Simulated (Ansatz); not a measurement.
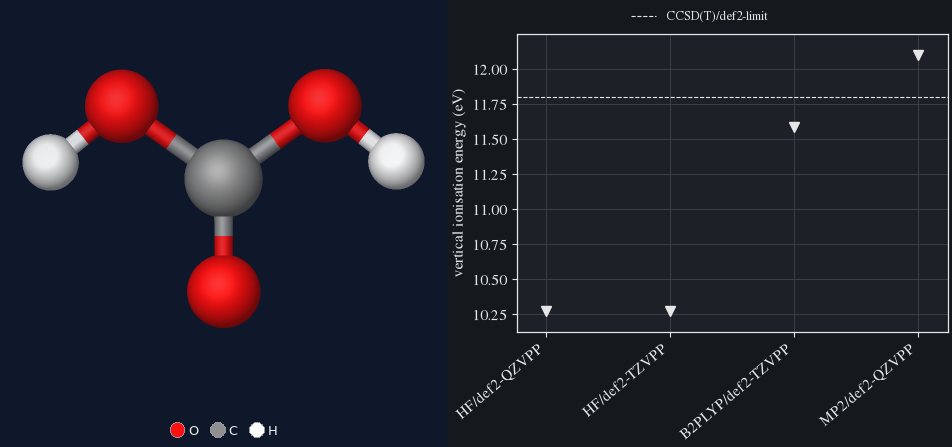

Vertical ionisation energy of CH₂O₃, SMILES O=C(O)O, taken as the energy of the cation less that of the neutral at fixed geometry (unrestricted doublet cation, cores frozen in correlated methods, no spin-orbit coupling), the Ansatz code, at a PBE0-D4/def2-TZVP geometry (a minimum by its frequencies). Limit means an estimate of the basis limit from triple and quadruple zeta; for coupled cluster it is either extrapolated directly or built as the MP2 limit plus the step from MP2 in triple zeta. B2PLYP/def2-TZVPP holds a correlation term that converges slowly with the basis, so part of the distance to the limit is basis error. The distance of MP2/def2-QZVPP to the limit includes basis error.

Which level comes closest to the line (CCSD(T)/def2-limit), and which misses most?

Closest B2PLYP/def2-TZVPP (11.58 eV), against 11.80 eV; farthest HF/def2-QZVPP (10.27 eV).

What range do the values span, the line included?

From 10.27 eV (HF/def2-QZVPP) to 12.10 eV (MP2/def2-QZVPP).
